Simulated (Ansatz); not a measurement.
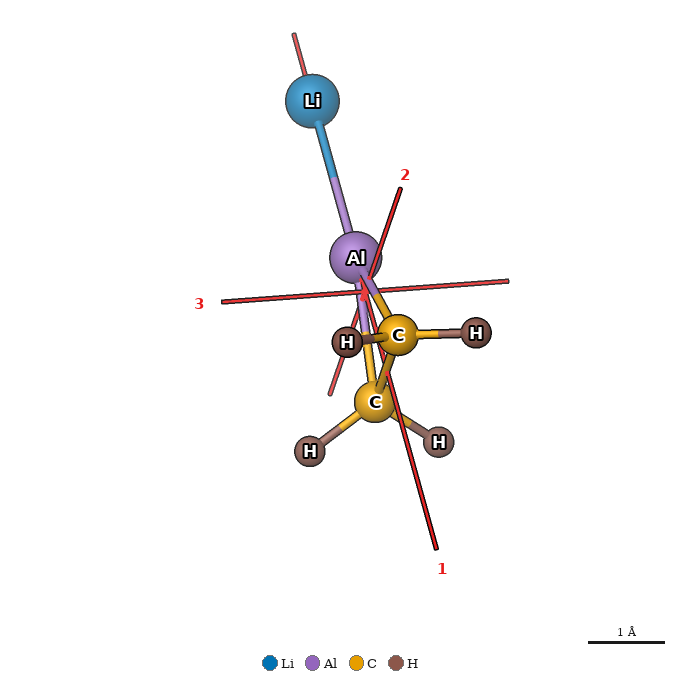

The three principal axes of inertia are drawn and numbered. Distant atoms are faded towards the background colour. Computed geometry: PBE0-D4/def2-TZVP optimisation. No frequency run is at hand to confirm it as a minimum. Masses are those of the most abundant isotopes; constants are for the rigid equilibrium geometry.

Q: Which line is the a axis (least moment of inertia), which b and which c?

A: a is line 1, b is line 2, c is line 3; the moments are 23.5, 129, 146 u Å².

Q: What kind of rotor is it, and what are its rotational constants in GHz?

A: An asymmetric top (C2v): A = 21.5, B = 3.93, C = 3.47 GHz. Ray's parameter κ is −0.95, close to the prolate limit.
